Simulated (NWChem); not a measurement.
**Energy and gradient calculation of BSiH3BrOF**

BSiH3BrOF, SMILES O[SiH2]B(F)Br, computed with HF/3-21G, RHF (NWChem 7.3.0).

The geometry comes from this level: PBE0-D4/def2-TZVP.

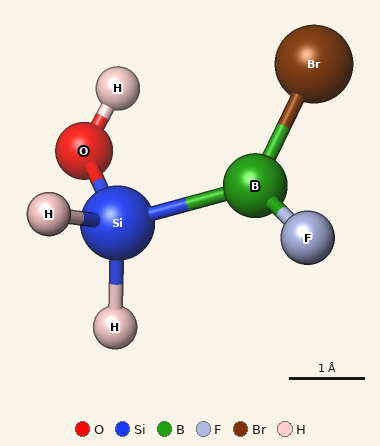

*The structure as given in the input (ball-and-stick view, seen at a tilt).*

Bond lengths as drawn: B–Br 1.93 Å, B–F 1.31 Å, B–Si 2.03 Å, H–O 0.96 Å, H–Si 1.48 to 1.49 Å and O–Si 1.65 Å.

### Input file
```
start a
memory stack 880 mb heap 220 mb global 1100 mb
geometry units angstroms noautosym nocenter noautoz
  O      0.059200     0.300500     1.758000
  Si     0.621200    -0.458400     0.409800
  B     -0.513200     0.046000    -1.197500
  F     -0.434700    -0.531600    -2.372400
  Br    -1.779400     1.496900    -1.024900
  H     -0.468400     1.089300     1.614900
  H      2.029900    -0.076900     0.105800
  H      0.577500    -1.922800     0.650400
end
basis spherical bse
  * library 3-21G
end
scf
  thresh 1e-08
  maxiter 80
  print low
end
task scf gradient
```

Hardware: 1 thread of Intel Xeon (Granite Rapids), 192 GiB of memory available, shared host.

Run as:
```bash
nwchem a.nw > a.out
```

### Log
```
Northwest Computational Chemistry Package (NWChem) 7.3.0
             --------------------------------------------------------

           Job information
           ---------------

    nwchem branch   = 7.3.0
    use scalapack   = T
    input           = a.nw
    prefix          = a.
    data base       = ./a.db
    status          = startup
    nproc           =        1

           Memory information
           ------------------

    heap     =     28835836 doubles =      220.0 Mbytes
    stack    =    115343361 doubles =      880.0 Mbytes
    global   =    144179200 doubles =     1100.0 Mbytes (distinct from heap & stack)
    total    =    288358397 doubles =     2200.0 Mbytes
    verify   = yes
    hardfail = no

           Directory information
           ---------------------

  0 permanent = .
  0 scratch   = .

                                NWChem Input Module
                                -------------------

 Scaling coordinates for geometry "geometry" by  1.889725989
 (inverse scale =  0.529177249)

                             Geometry "geometry" -> ""
                             -------------------------

 Output coordinates in angstroms (scale by  1.889725989 to convert to a.u.)

  No.       Tag          Charge          X              Y              Z
 ---- ---------------- ---------- -------------- -------------- --------------
    1 O                    8.0000     0.05920000     0.30050000     1.75800000
    2 Si                  14.0000     0.62120000    -0.45840000     0.40980000
    3 B                    5.0000    -0.51320000     0.04600000    -1.19750000
    4 F                    9.0000    -0.43470000    -0.53160000    -2.37240000
    5 Br                  35.0000    -1.77940000     1.49690000    -1.02490000
    6 H                    1.0000    -0.46840000     1.08930000     1.61490000
    7 H                    1.0000     2.02990000    -0.07690000     0.10580000
    8 H                    1.0000     0.57750000    -1.92280000     0.65040000

      Atomic Mass
      -----------

      O                 15.994910
      Si                27.976930
      B                 11.009310
      F                 18.998400
      Br                79.916500
      H                  1.007825

 Effective nuclear repulsion energy (a.u.)     379.1603773197

            Nuclear Dipole moment (a.u.)
            ----------------------------
        X                 Y               Z
 ---------------- ---------------- ----------------
  -108.5607896193    81.0940003205   -77.5511420371

            XYZ format geometry
            -------------------
     8
 geometry
 O                     0.05920000     0.30050000     1.75800000
 Si                    0.62120000    -0.45840000     0.40980000
 B                    -0.51320000     0.04600000    -1.19750000
 F                    -0.43470000    -0.53160000    -2.37240000
 Br                   -1.77940000     1.49690000    -1.02490000
 H                    -0.46840000     1.08930000     1.61490000
 H                     2.02990000    -0.07690000     0.10580000
 H                     0.57750000    -1.92280000     0.65040000

 ==============================================================================
                                internuclear distances
 ------------------------------------------------------------------------------
       center one      |      center two      | atomic units |  angstroms
 ------------------------------------------------------------------------------
    2 Si               |   1 O                |     3.11055  |     1.64603
    3 B                |   2 Si               |     3.83791  |     2.03093
    4 F                |   3 B                |     2.47848  |     1.31155
    5 Br               |   3 B                |     3.65366  |     1.93343
    6 H                |   1 O                |     1.81359  |     0.95971
    7 H                |   2 Si               |     2.81715  |     1.49077
    8 H                |   2 Si               |     2.80563  |     1.48468
 ------------------------------------------------------------------------------
                         number of included internuclear distances:          7
 ==============================================================================

 ==============================================================================
                                 internuclear angles
 ------------------------------------------------------------------------------
        center 1       |       center 2       |       center 3       |  degrees
 ------------------------------------------------------------------------------
    2 Si               |   1 O                |   6 H                |   116.39
    1 O                |   2 Si               |   3 B                |   110.06
    1 O                |   2 Si               |   7 H                |   111.82
    1 O                |   2 Si               |   8 H                |   108.18
    3 B                |   2 Si               |   7 H                |   107.63
    3 B                |   2 Si               |   8 H                |   110.90
    7 H                |   2 Si               |   8 H                |   108.26
    2 Si               |   3 B                |   4 F                |   124.48
    2 Si               |   3 B                |   5 Br               |   118.79
    4 F                |   3 B                |   5 Br               |   116.72
 ------------------------------------------------------------------------------
                            number of included internuclear angles:         10
 ==============================================================================

 Summary of "ao basis" -> "" (spherical)
 ------------------------------------------------------------------------------
       Tag                 Description            Shells   Functions and Types
 ---------------- ------------------------------  ------  ---------------------
 *                           3-21G                    on all atoms

                      Basis "ao basis" -> "ao basis" (spherical)
                      -----
  [basis functions not shown]

 Summary of "ao basis" -> "ao basis" (spherical)
 ------------------------------------------------------------------------------
       Tag                 Description            Shells   Functions and Types
 ---------------- ------------------------------  ------  ---------------------
 O                           3-21G                   5        9   3s2p
 Si                          3-21G                   7       13   4s3p
 B                           3-21G                   5        9   3s2p
 F                           3-21G                   5        9   3s2p
 Br                          3-21G                  10       22   5s4p1d
 H                           3-21G                   2        2   2s

                                 NWChem SCF Module
                                 -----------------

  ao basis        = "ao basis"
  functions       =    68
  atoms           =     8
  closed shells   =    37
  open shells     =     0
  charge          =   0.00
  wavefunction    = RHF
  input vectors   = atomic
  output vectors  = ./a.movecs
  use symmetry    = F
  symmetry adapt  = F

 Forming initial guess at       0.0s

 Starting SCF solution at       0.3s

       Final RHF  results
       ------------------

         Total SCF energy =  -3047.194181565734
      One-electron energy =  -5001.301044269012
      Two-electron energy =   1574.946485383567
 Nuclear repulsion energy =    379.160377319712

        Time for solution =      7.2s

                              NWChem Gradients Module
                              -----------------------

                         RHF ENERGY GRADIENTS

    atom               coordinates                        gradient
                 x          y          z           x          y          z
   1 O       0.111872   0.567863   3.322138    0.010684  -0.014234  -0.011207
   2 Si      1.173898  -0.866250   0.774410   -0.018585   0.022732   0.018973
   3 B      -0.969807   0.086927  -2.262947   -0.006094  -0.003311  -0.025213
   4 F      -0.821464  -1.004578  -4.483186   -0.004193   0.015588   0.026218
   5 Br     -3.362578   2.828731  -1.936780    0.009837  -0.011703  -0.002080
   6 H      -0.885148   2.058479   3.051718    0.004868  -0.007214  -0.011708
   7 H       3.835955  -0.145320   0.199933    0.001862  -0.000610   0.001854
   8 H       1.091317  -3.633565   1.229078    0.001621  -0.001247   0.003163

 Task  times  cpu:       10.1s     wall:       10.1s
 Total times  cpu:       10.1s     wall:       10.1s
```

### Key numbers

```csv
quantity,value
outcome,converged
total energy,−3047.194182 hartree
basis functions,68
largest force,1.798 eV/Å
wall time,11 s
peak memory,0.096 GiB
```
